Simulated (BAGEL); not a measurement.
# SiH3OF (SMILES O[SiH2]F) at RI-MP2/aug-cc-pVDZ (density fitting with qzvpp-jkfit)

Aim: the energy change on altering one bond length of SiH3OF at RI-MP2/aug-cc-pVDZ (density fitting with qzvpp-jkfit), from 2 runs. 

The calculation is run with BAGEL 1.2.2.

5 further runs of the same task are left out: 3 that didn't finish, 2 set aside as unsound or not needed. Runs told in other sessions of the task aren't counted.

**1. The structure to begin with**

SiH3OF has 6 atoms, charge 0, and is taken as a singlet. SMILES: `O[SiH2]F`. The coordinates come from a PBE0-D4/def2-TZVP relaxation. This is one conformer, not always the lowest.

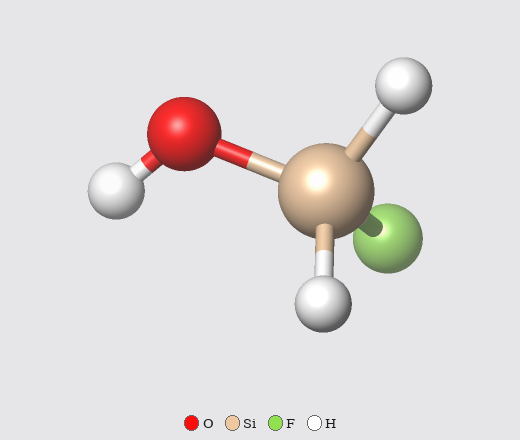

The structure, seen from a chosen angle (oxygen red, silicon light orange, fluorine green, hydrogen white).

**2. The energy at RI-MP2/aug-cc-pVDZ (density fitting with qzvpp-jkfit)**

The input, input.json:

```json
{ "bagel" : [

{
  "title" : "molecule",
  "basis" : "aug-cc-pvdz.json",
  "df_basis" : "qzvpp-jkfit",
  "angstrom" : true,
  "geometry" : [
    { "atom" : "O", "xyz" : [      -0.853500,      -0.209200,      -0.924100 ] },
    { "atom" : "Si", "xyz" : [       0.378300,      -0.009300,       0.123900 ] },
    { "atom" : "F", "xyz" : [       0.180800,      -0.922800,       1.417800 ] },
    { "atom" : "H", "xyz" : [      -1.714200,       0.150200,      -0.705600 ] },
    { "atom" : "H", "xyz" : [       1.595600,      -0.458500,      -0.575800 ] },
    { "atom" : "H", "xyz" : [       0.455100,       1.385600,       0.617600 ] }
  ]
},

{
  "title" : "hf"
},

{
  "title" : "mp2",
  "ncore" : 7
}

]}
```

The basis set aug-cc-pVDZ is read from a file made from the Basis Set Exchange's data (not shown).

Launch:

```
$ BAGEL_NUM_THREADS=1 BAGEL input.json > input.out
```

The program printed:

```text
* using 1 threads per process

  ===============================================================
  ===============================================================

  *** Geometry ***

  { "atom" : "O", "xyz" : [     -1.612881,     -0.395331,     -1.746296 ] },
  { "atom" : "Si", "xyz" : [      0.714883,     -0.017574,      0.234137 ] },
  { "atom" : "F", "xyz" : [      0.341662,     -1.743839,      2.679254 ] },
  { "atom" : "H", "xyz" : [     -3.239369,      0.283837,     -1.333391 ] },
  { "atom" : "H", "xyz" : [      3.015247,     -0.866439,     -1.088104 ] },
  { "atom" : "H", "xyz" : [      0.860014,      2.618405,      1.167095 ] },

  Number of auxiliary basis functions:      336

  Since a DF basis is specified, we compute 2- and 3-index integrals:
    o Being stored without compression. Storage requirement is 0.027 GB

  Number of basis functions:      100
  Number of electrons      :       34

    * METHOD: MOLECULE                             0.10

  *** RHF ***

  === Nuclear Repulsion ===
   119.5284298049

      * DIIS with orbital gradients will be used.

  === RHF iteration (aug-cc-pvdz.json) ===
      0       -464.81491881          0.02007532           0.03
      1       -464.98414865          0.01495626           0.03
      2       -465.10653670          0.00143203           0.03
      3       -465.10771524          0.00019764           0.03
      4       -465.10773678          0.00007856           0.03
      5       -465.10774042          0.00002420           0.03
      6       -465.10774094          0.00000752           0.03
      7       -465.10774099          0.00000216           0.03
      8       -465.10774099          0.00000090           0.03
      9       -465.10774099          0.00000020           0.03
     10       -465.10774099          0.00000006           0.03
     11       -465.10774099          0.00000003           0.03
     12       -465.10774099          0.00000001           0.03
     13       -465.10774099          0.00000000           0.03
    * SCF iteration converged.

    * Permanent dipole moment:
           (    0.264748,    -0.608253,     0.135091) a.u.

    * METHOD: HF                                   0.52

  *** RHF ***

  === Nuclear Repulsion ===
   119.5284298049

      * DIIS with orbital gradients will be used.

  === RHF iteration (aug-cc-pvdz.json) ===
      0       -465.10774099          0.00000000           0.03
    * SCF iteration converged.

    * Permanent dipole moment:
           (    0.264748,    -0.608253,     0.135091) a.u.

  === DF-MP2 calculation ===

    * freezing 7 orbitals
    * 3-index integral transformation done
    * assembly done

      MP2 correlation energy:   -0.5120063833      0.02

      MP2 total energy:       -465.6197473739

    * METHOD: MP2                                  0.09

  ===============================================================
```

Wall time 0.84 s (1 thread of Arm Neoverse V2, shared host).

**3. The distorted shape at the same level**

The input, calc.json:

```json
{ "bagel": [

{
  "title": "molecule",
  "basis": "aug-cc-pvdz.json",
  "df_basis": "qzvpp-jkfit",
  "angstrom": true,
  "geometry": [
    { "atom": "O", "xyz": [      -1.038240,      -0.239180,      -1.081274 ] },
    { "atom": "Si", "xyz": [       0.378300,      -0.009300,       0.123900 ] },
    { "atom": "F", "xyz": [       0.180800,      -0.922800,       1.417800 ] },
    { "atom": "H", "xyz": [      -1.898940,       0.120220,      -0.862774 ] },
    { "atom": "H", "xyz": [       1.595600,      -0.458500,      -0.575800 ] },
    { "atom": "H", "xyz": [       0.455100,       1.385600,       0.617600 ] }
  ]
},

{ "title": "hf" },

{ "title": "mp2", "ncore": 7 }

]}
```

The basis set aug-cc-pVDZ is read from a file made from the Basis Set Exchange's data (not shown).

Launch:

```
$ BAGEL_NUM_THREADS=1 BAGEL calc.json > calc.out
```

The program printed:

```text
* using 1 threads per process

  ===============================================================
  ===============================================================

  *** Geometry ***

  { "atom" : "O", "xyz" : [     -1.961989,     -0.451985,     -2.043312 ] },
  { "atom" : "Si", "xyz" : [      0.714883,     -0.017574,      0.234137 ] },
  { "atom" : "F", "xyz" : [      0.341662,     -1.743839,      2.679254 ] },
  { "atom" : "H", "xyz" : [     -3.588477,      0.227183,     -1.630407 ] },
  { "atom" : "H", "xyz" : [      3.015247,     -0.866439,     -1.088104 ] },
  { "atom" : "H", "xyz" : [      0.860014,      2.618405,      1.167095 ] },

  Number of auxiliary basis functions:      336

  Since a DF basis is specified, we compute 2- and 3-index integrals:
    o Being stored without compression. Storage requirement is 0.027 GB

  Number of basis functions:      100
  Number of electrons      :       34

    * METHOD: MOLECULE                             0.11

  *** RHF ***

  === Nuclear Repulsion ===
   113.0742649330

      * DIIS with orbital gradients will be used.

  === RHF iteration (aug-cc-pvdz.json) ===
      0       -464.75627641          0.02164136           0.03
      1       -464.91980852          0.01781441           0.03
      2       -465.08512122          0.00161241           0.04
      3       -465.08656108          0.00055343           0.04
      4       -465.08677648          0.00013421           0.03
      5       -465.08679165          0.00003251           0.03
      6       -465.08679308          0.00000924           0.03
      7       -465.08679320          0.00000269           0.03
      8       -465.08679321          0.00000133           0.03
      9       -465.08679321          0.00000037           0.03
     10       -465.08679321          0.00000016           0.03
     11       -465.08679321          0.00000008           0.03
     12       -465.08679321          0.00000002           0.03
     13       -465.08679321          0.00000001           0.03
    * SCF iteration converged.

    * Permanent dipole moment:
           (   -0.113321,    -0.655906,    -0.131944) a.u.

    * METHOD: HF                                   0.58

  *** RHF ***

  === Nuclear Repulsion ===
   113.0742649330

      * DIIS with orbital gradients will be used.

  === RHF iteration (aug-cc-pvdz.json) ===
      0       -465.08679321          0.00000000           0.03
    * SCF iteration converged.

    * Permanent dipole moment:
           (   -0.113321,    -0.655906,    -0.131944) a.u.

  === DF-MP2 calculation ===

    * freezing 7 orbitals
    * 3-index integral transformation done
    * assembly done

      MP2 correlation energy:   -0.5200520175      0.02

      MP2 total energy:       -465.6068452257

    * METHOD: MP2                                  0.09

  ===============================================================
```

It took 0.93 s on 1 thread of Arm Neoverse V2, shared host.

**4. Results**

At RI-MP2/aug-cc-pVDZ (density fitting with qzvpp-jkfit), 7 core orbitals frozen:

| quantity | value |
| --- | --- |
| first shape: total energy | -465.61975 Eh |
| first shape: correlation energy (7 core orbitals frozen) | -512.0 mEh |
| distorted shape: total energy | -465.60685 Eh |
| distorted shape: correlation energy (7 core orbitals frozen) | -520.1 mEh |
| energy change with the O1–Si2 bond stretched from 1.630 to 1.874 Å | 0.351 eV |

What this shows: With the O1–Si2 bond stretched from 1.630 to 1.874 Å the energy rises by 0.35 eV (8.1 kcal/mol). The first shape isn't relaxed at this level, so the change isn't measured from a minimum.
